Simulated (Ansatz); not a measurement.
C2H6BClO: geometry relaxation (part 1 of 2)

System: C2H6BClO, SMILES CCB(O)Cl.
Method: RKS PBE-D4/def2-SVP (Ansatz 0.2.0).

The geometry: force-field start. Figures and captions count atoms from 1; the log counts them from 0 in places.

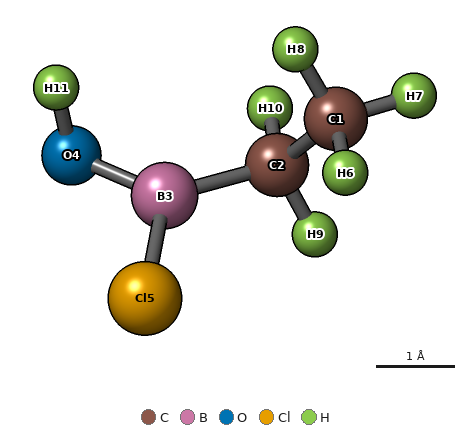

The starting structure (ball-and-stick view, seen at a tilt; atoms are numbered from 1 in the order of the input). Bond lengths as drawn: B–C 1.58 Å, B–Cl 1.86 Å, B–O 1.47 Å, C–C 1.46 Å, C–H 1.08 to 1.15 Å and H–O 1.07 Å.

Key numbers:

| quantity | value |
| --- | --- |
| outcome | converged |
| total energy | −17401.9867 eV |
| mean-field energy | −17401.7739 eV |
| dispersion energy | −0.2128 eV |
| SCF solution under orbital rotations | stable |
| largest force (length of the vector) at the end | 0.040 eV/Å |
| dipole moment | 2.75 D |
| hardware | 4 threads of AMD EPYC, 23 GiB of memory available, shared host |
| wall time | 20 s (CPU time 70 s) |
| peak memory | 0.16 GiB |

Input file:
```yaml
crystal:
  periodic: [false, false, false]
  atoms:
    - {symbol: C, position_ang: [-0.908500, -0.062700, -0.998100]}
    - {symbol: C, position_ang: [0.212300, -0.666300, -0.280800]}
    - {symbol: B, position_ang: [0.858800, 0.353600, 0.734400]}
    - {symbol: O, position_ang: [0.974900, 0.058200, 2.173000]}
    - {symbol: Cl, position_ang: [1.719100, 1.877600, 0.118600]}
    - {symbol: H, position_ang: [-0.614300, 0.870900, -1.607600]}
    - {symbol: H, position_ang: [-1.386100, -0.754900, -1.697600]}
    - {symbol: H, position_ang: [-1.694200, 0.329000, -0.292100]}
    - {symbol: H, position_ang: [0.982900, -0.974400, -0.975000]}
    - {symbol: H, position_ang: [-0.143400, -1.553900, 0.298300]}
    - {symbol: H, position_ang: [0.063900, 0.466000, 2.547600]}
basis:
  gaussian: {orbitals: def2-SVP}
hamiltonian: {xc: pbe, dispersion: d4}
relax: {f_tol: 0.03, max_steps: 200}
```

Launch command:
```bash
ansatz run in.yaml --threads 4 --pin off --events-out ev --progress --plain --max-ram 10444MiB
```

Output:
```
Functional definition: PBE
  name "PBE"
  cite "Perdew, Burke & Ernzerhof, Phys. Rev. Lett. 77, 3865 (1996) doi:10.1103/PhysRevLett.77.3865"
  parent pbe
  parameter kappa = 0.804
  parameter beta = 0.06672455060314922
  exchange = pbe_x(kappa = kappa, mu = beta*pi^2/3)
  correlation = pbe_c(beta = beta)
1156 factors; their error is unknown
mean field evaluation 1: about -17388.1598 eV, gradient 7.4e1 eV
mean field evaluation 2: about -17351.7601 eV, gradient 1.4e2 eV
mean field evaluation 4: about -17400.4500 eV, gradient 1.2e1 eV
mean field evaluation 8: about -17400.7498 eV, gradient 2.6e-1 eV
mean field evaluation 16: about -17400.7024 eV, gradient 2.6e-4 eV
mean field -17400.70236330 eV, -639.4640172315 hartree, gradient 1.5e-5 eV, S^2 0.000000; 0 other end points of the search recorded, 0 dependent functions left out
the calculation of the forces begins
reference -17400.70239571 eV, -639.4640184228 hartree; 24, 24 occupied and 80, 80 virtual orbitals, 1156 factors
relax step   1: F+E_penalty+E_count = -17400.91388380 eV  Δ(F+E_penalty+E_count) = +0.000e0 eV  max|allowed force component| = 3.150e0 eV/Å  Δτ_max = 0.0000 Å  (28 SCF iters, accepted)
these checks for a lower state are left out or cut short: starts, cluster_reference, orbital_swaps, neighbouring_geometries, increment
1156 factors; their error is unknown
mean field -17401.08295782 eV, -639.4780038221 hartree, gradient 1.3e-5 eV, S^2 0.000000; 0 other end points of the search recorded, 0 dependent functions left out
[... from here on the field's lines of each further geometry are left out, up to the last ...]
relax step   2: F+E_penalty+E_count = -17401.29530740 eV  Δ(F+E_penalty+E_count) = -3.814e-1 eV  max|allowed force component| = 1.678e0 eV/Å  Δτ_max = 0.1368 Å  (36 SCF iters, accepted)
relax step   3: F+E_penalty+E_count = -17401.44322510 eV  Δ(F+E_penalty+E_count) = -1.479e-1 eV  max|allowed force component| = 1.468e0 eV/Å  Δτ_max = 0.1256 Å  (29 SCF iters, accepted)
relax step   4: F+E_penalty+E_count = -17401.56487265 eV  Δ(F+E_penalty+E_count) = -1.216e-1 eV  max|allowed force component| = 5.487e-1 eV/Å  Δτ_max = 0.1377 Å  (35 SCF iters, accepted)
relax step   5: F+E_penalty+E_count = -17401.72989223 eV  Δ(F+E_penalty+E_count) = -1.650e-1 eV  max|allowed force component| = 1.553e0 eV/Å  Δτ_max = 0.1999 Å  (35 SCF iters, accepted)
relax step   6: F+E_penalty+E_count = -17401.69295670 eV  Δ(F+E_penalty+E_count) = +3.694e-2 eV  max|allowed force component| = 2.766e0 eV/Å  Δτ_max = 0.1982 Å  (35 SCF iters, rejected (line search))
relax step   7: F+E_penalty+E_count = -17401.84753807 eV  Δ(F+E_penalty+E_count) = -1.176e-1 eV  max|allowed force component| = 8.321e-1 eV/Å  Δτ_max = 0.0989 Å  (28 SCF iters, accepted)
relax step   8: F+E_penalty+E_count = -17401.91673022 eV  Δ(F+E_penalty+E_count) = -6.919e-2 eV  max|allowed force component| = 9.260e-1 eV/Å  Δτ_max = 0.0982 Å  (28 SCF iters, accepted)
relax step   9: F+E_penalty+E_count = -17401.95150349 eV  Δ(F+E_penalty+E_count) = -3.477e-2 eV  max|allowed force component| = 4.275e-1 eV/Å  Δτ_max = 0.1499 Å  (27 SCF iters, accepted)
relax step  10: F+E_penalty+E_count = -17401.97500098 eV  Δ(F+E_penalty+E_count) = -2.350e-2 eV  max|allowed force component| = 9.883e-2 eV/Å  Δτ_max = 0.1999 Å  (28 SCF iters, accepted)
relax step  11: F+E_penalty+E_count = -17401.97856605 eV  Δ(F+E_penalty+E_count) = -3.565e-3 eV  max|allowed force component| = 8.469e-2 eV/Å  Δτ_max = 0.0445 Å  (30 SCF iters, accepted)
relax step  12: F+E_penalty+E_count = -17401.97946479 eV  Δ(F+E_penalty+E_count) = -8.987e-4 eV  max|allowed force component| = 6.059e-2 eV/Å  Δτ_max = 0.0720 Å  (29 SCF iters, accepted)
relax step  13: F+E_penalty+E_count = -17401.97963700 eV  Δ(F+E_penalty+E_count) = -1.722e-4 eV  max|allowed force component| = 1.130e-1 eV/Å  Δτ_max = 0.0388 Å  (30 SCF iters, accepted)
relax step  14: F+E_penalty+E_count = -17401.98171656 eV  Δ(F+E_penalty+E_count) = -2.080e-3 eV  max|allowed force component| = 5.295e-2 eV/Å  Δτ_max = 0.0214 Å  (30 SCF iters, accepted)
relax step  15: F+E_penalty+E_count = -17401.98162679 eV  Δ(F+E_penalty+E_count) = +8.976e-5 eV  max|allowed force component| = 2.040e-1 eV/Å  Δτ_max = 0.0526 Å  (29 SCF iters, rejected (line search))
relax step  16: F+E_penalty+E_count = -17401.98295897 eV  Δ(F+E_penalty+E_count) = -1.242e-3 eV  max|allowed force component| = 2.650e-2 eV/Å  Δτ_max = 0.0255 Å  (30 SCF iters, accepted)
relax step  17: F+E_penalty+E_count = -17401.98453821 eV  Δ(F+E_penalty+E_count) = -1.579e-3 eV  max|allowed force component| = 1.367e-1 eV/Å  Δτ_max = 0.0977 Å  (28 SCF iters, accepted)
relax step  18: F+E_penalty+E_count = -17401.98447805 eV  Δ(F+E_penalty+E_count) = +6.016e-5 eV  max|allowed force component| = 1.973e-1 eV/Å  Δτ_max = 0.0595 Å  (29 SCF iters, rejected (line search))
relax step  19: F+E_penalty+E_count = -17401.98557881 eV  Δ(F+E_penalty+E_count) = -1.041e-3 eV  max|allowed force component| = 7.215e-2 eV/Å  Δτ_max = 0.0290 Å  (30 SCF iters, accepted)
relax step  20: F+E_penalty+E_count = -17401.98632756 eV  Δ(F+E_penalty+E_count) = -7.488e-4 eV  max|allowed force component| = 7.138e-2 eV/Å  Δτ_max = 0.0672 Å  (30 SCF iters, accepted)
relax step  21: F+E_penalty+E_count = -17401.98655542 eV  Δ(F+E_penalty+E_count) = -2.279e-4 eV  max|allowed force component| = 5.189e-2 eV/Å  Δτ_max = 0.0398 Å  (29 SCF iters, accepted)
the calculation of the forces begins
reference -17401.77392921 eV, -639.5033965524 hartree; 24, 24 occupied and 80, 80 virtual orbitals, 1156 factors
relax step  22: F+E_penalty+E_count = -17401.98668730 eV  Δ(F+E_penalty+E_count) = -1.319e-4 eV  max|allowed force component| = 2.514e-2 eV/Å  Δτ_max = 0.0222 Å  (30 SCF iters, accepted)
```

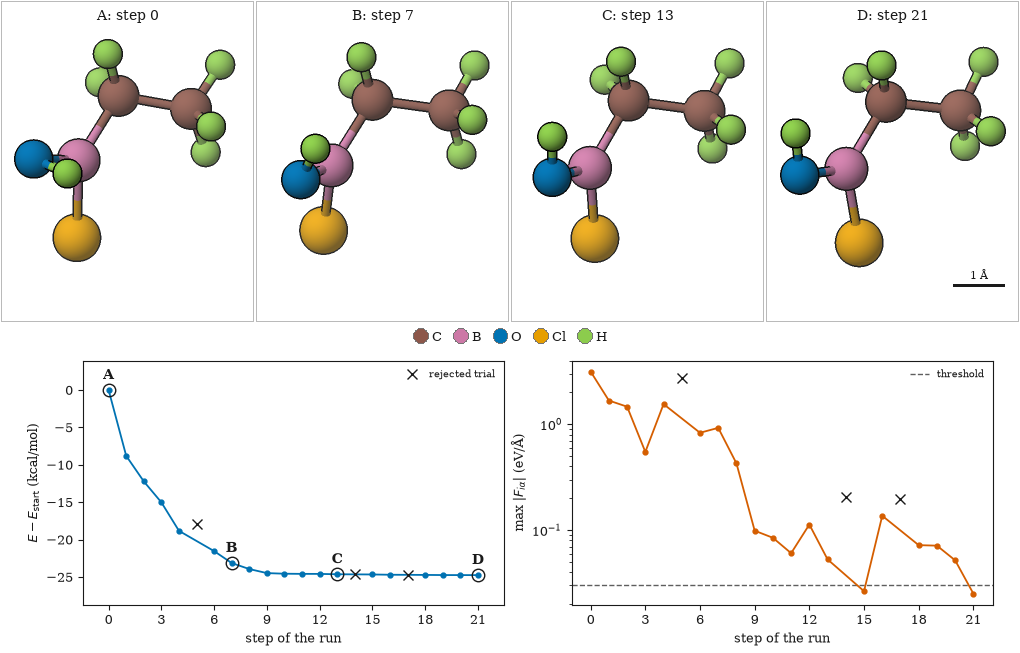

Frames of the relaxation (ball-and-stick view, seen at a tilt) above the curves, on which the letters mark them (the first geometry is step 0 here and step 1 in the log).

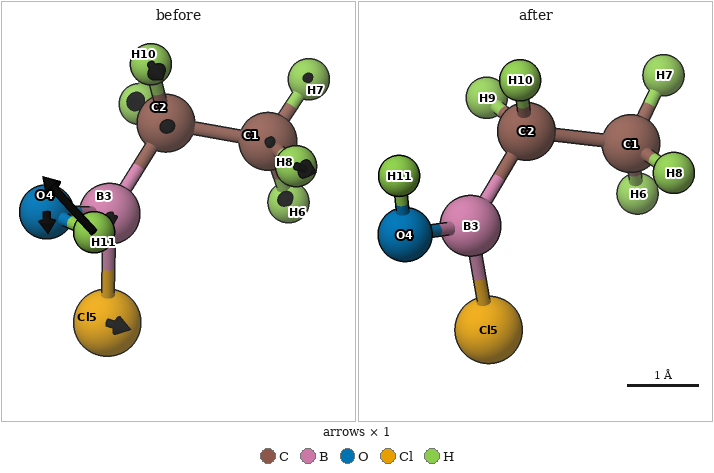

Before (left) and after (right) the relaxation, at one scale (ball-and-stick view, seen at a tilt). The black arrows give the displacements, at true length. H11 moves most after the best rigid fit: 1.14 Å. Largest moves by element: H 1.14 Å, Cl 0.39 Å, O 0.33 Å, C 0.27 Å, B 0.20 Å. Distances before and after: B3–O4 1.473 → 1.361 Å, O4–H11 1.066 → 0.976 Å, C1–C2 1.461 → 1.537 Å, B3–Cl5 1.855 → 1.784 Å. Among the angles that change: B3–O4–H11 101.5° → 111.3°, C1–C2–B3 111.3° → 116.1°, H9–C2–H10 109.4° → 104.9°. The energy falls by 24.7 kcal/mol in 21 geometry steps. Largest force component: 3.1 eV/Å at the start, 0.025 eV/Å at the end. The line search rejected the trial steps at points 5, 14, 17 (counted from 0) and went back. (Atoms are counted from 1 in the order of the input.)

```
1156 factors; their error is unknown
mean field -17401.77389714 eV, -639.5033953739 hartree, gradient 1.9e-5 eV, S^2 0.000000; 1 other end points of the search recorded, 0 dependent functions left out
the calculation of the forces begins
reference -17401.77392921 eV, -639.5033965524 hartree; 24, 24 occupied and 80, 80 virtual orbitals, 1156 factors
Total energy: -17401.98671937 eV, -639.5112164466 hartree
Atom 0 at    -0.909325     0.001567    -1.137823 Å, force     0.010876     0.004430     0.016265 eV/Å
Atom 1 at     0.059565    -0.553434    -0.082216 Å, force    -0.004845     0.002908    -0.021902 eV/Å
Atom 2 at     0.805407     0.518931     0.809949 Å, force     0.001951     0.012165     0.022477 eV/Å
Atom 3 at     1.072330     0.373462     2.136399 Å, force    -0.019274    -0.023799    -0.025138 eV/Å
Atom 4 at     1.407146     2.031395     0.079846 Å, force    -0.003028    -0.012440     0.005622 eV/Å
Atom 5 at    -0.397720     0.731508    -1.796853 Å, force    -0.005115    -0.008474     0.007177 eV/Å
Atom 6 at    -1.327721    -0.801808    -1.777450 Å, force     0.001440     0.003440     0.003365 eV/Å
Atom 7 at    -1.762892     0.531218    -0.666301 Å, force     0.008926    -0.005494    -0.006616 eV/Å
Atom 8 at     0.867748    -1.129542    -0.594258 Å, force    -0.007436     0.002100     0.005628 eV/Å
Atom 9 at    -0.455532    -1.298216     0.566759 Å, force     0.002837     0.002059    -0.001295 eV/Å
Atom 10 at     0.706395    -0.461981     2.482647 Å, force     0.013669     0.023103    -0.005586 eV/Å
Dipole moment:    -0.228465    -0.513972     0.104989 e Å
```

Trajectory as extended XYZ (Å, eV, eV/Å), 19 of the 22 frames kept, from step=1 to step=22:
```
11
Properties=species:S:1:pos:R:3:forces:R:3 step=1 energy=-17400.91388
C    -0.9085   -0.0627   -0.9981   -1.6791   2.5340  -1.2707
C     0.2123   -0.6663   -0.2808    0.7234  -0.1776   1.9515
B     0.8588    0.3536    0.7344    1.4412  -0.2341   2.1330
O     0.9749    0.0582    2.1730   -3.1495   2.1192  -1.6289
Cl    1.7191    1.8776    0.1186   -0.7382  -1.0146   0.4185
H    -0.6143    0.8709   -1.6076   -0.1404  -1.0019   0.5585
H    -1.3861   -0.7549   -1.6976   -0.3544  -0.2775  -0.3078
H    -1.6942    0.3290   -0.2921    0.1379  -0.3227  -0.3374
H     0.9829   -0.9744   -0.9750    0.7683  -0.4486  -0.5842
H    -0.1434   -1.5539    0.2983    0.2998   0.0863  -0.1434
H     0.0639    0.4660    2.5476    2.6911  -1.2624  -0.7893
11
Properties=species:S:1:pos:R:3:forces:R:3 step=2 energy=-17401.29531
C    -0.9272   -0.0322   -0.9933   -0.6370   1.0330  -0.4672
C     0.2309   -0.6709   -0.2671    0.7235  -0.3552   0.7566
B     0.9715    0.2786    0.7543   -0.5381   0.8511   1.6780
O     0.9430    0.1206    2.1816   -1.0612   0.6610  -1.6568
Cl    1.6651    1.8560    0.1460   -0.0272  -0.7134   0.1281
H    -0.6183    0.8754   -1.5789   -0.0073  -0.3540   0.2438
H    -1.4176   -0.7154   -1.7103   -0.0050  -0.1699  -0.0474
H    -1.7254    0.3214   -0.2965    0.1431  -0.1169  -0.0654
H     0.9947   -1.0099   -0.9887    0.1362  -0.1903  -0.2845
H    -0.1030   -1.5683    0.2989    0.0330  -0.0297  -0.0980
H     0.0516    0.4878    2.4746    1.2400  -0.6155  -0.1872
11
Properties=species:S:1:pos:R:3:forces:R:3 step=3 energy=-17401.44322
C    -0.9502   -0.0201   -1.0262   -0.1711  -0.1079  -0.1043
C     0.2153   -0.6550   -0.2459    0.2353  -0.0811   0.1538
B     0.9247    0.3171    0.7782    0.0882   0.3943   1.0121
O     0.9840    0.1433    2.1790   -0.2042   0.2631  -1.4681
Cl    1.6758    1.8404    0.1457   -0.0569  -0.3865   0.0416
H    -0.6176    0.8606   -1.6035    0.0901   0.1281  -0.0228
H    -1.4128   -0.7256   -1.7516    0.1261  -0.0199   0.0876
H    -1.7740    0.3182   -0.3621    0.0830  -0.0037   0.0648
H     1.0000   -1.0103   -0.9604   -0.1324   0.0813   0.0504
H    -0.1103   -1.5562    0.3136   -0.1059  -0.0507  -0.0416
H     0.1304    0.4305    2.5539    0.0477  -0.2169   0.2265
11
Properties=species:S:1:pos:R:3:forces:R:3 step=5 energy=-17401.72989
C    -0.9653   -0.0151   -1.0138    0.0214  -0.2670   0.2624
C     0.1944   -0.6222   -0.1872   -0.1159   0.3600  -0.4446
B     0.9059    0.4229    0.7670    0.0608  -0.5046  -0.7836
O     0.9308    0.3809    2.1054   -0.9085   0.4970   1.5529
Cl    1.8831    1.7229    0.0204    0.0595  -0.0085  -0.0567
H    -0.6552    0.9156   -1.5295   -0.0099  -0.0232  -0.0058
H    -1.3172   -0.7461   -1.7718   -0.0858   0.1423  -0.0158
H    -1.8182    0.2220   -0.3427   -0.0632   0.0782  -0.1582
H     0.9766   -0.9331   -0.9169    0.0459  -0.1122   0.1141
H    -0.1527   -1.5461    0.3260    0.0842   0.1227   0.1200
H     0.0831    0.1414    2.5638    0.9115  -0.2848  -0.5847
```
